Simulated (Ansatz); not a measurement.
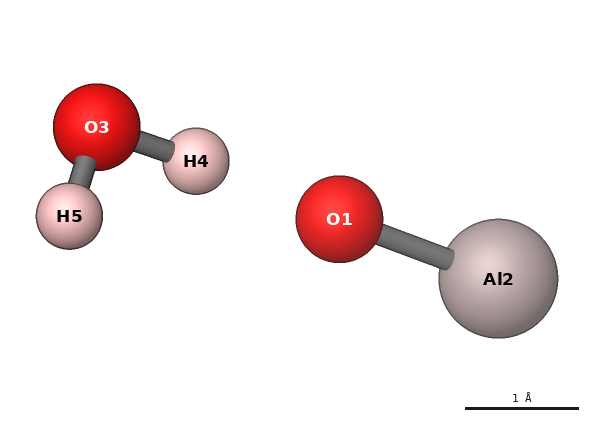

Charge −1, singlet. Computed geometry: PBE-D4/def2-SVPD optimisation. No frequency run is at hand to confirm it as a minimum.

Which hydrogen bonds does the structure hold? Count O, N, F, S and Cl donors.

```json
{"D–H···A": "O3–H4···O1", "D–H (Å)": "1.04", "H···A (Å)": "1.52", "angle (°)": "177", "kind": "intermolecular"}
```
